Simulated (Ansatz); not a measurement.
# Hypothetical Pm-3n C: pressure series

The reference is C (space group Pm-3n, No. 223; a = 3.8768 Å; a hypothetical phase, not in the database extracts checked).

Cell and atoms are relaxed at each pressure.

All numbers come from PBE (Ansatz, an electronic-structure program; PAW; 420 eV plane waves; no spin-orbit coupling).

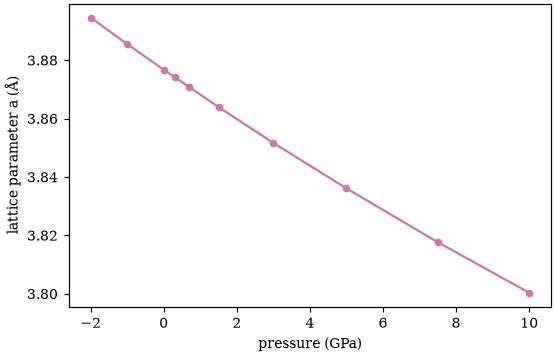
Figure. Lattice parameter a against pressure

```csv
pressure (GPa),lattice parameter a
-2,7.360 bohr
-1,7.343 bohr
0.3,7.321 bohr
0.7,7.315 bohr
1.5,7.302 bohr
3,7.279 bohr
5,7.249 bohr
7.5,7.214 bohr
10,7.182 bohr
```

Load acts through the strain it causes; cell and atoms are relaxed under it. Stability against distortions was not tested. No other phases were tried under pressure.
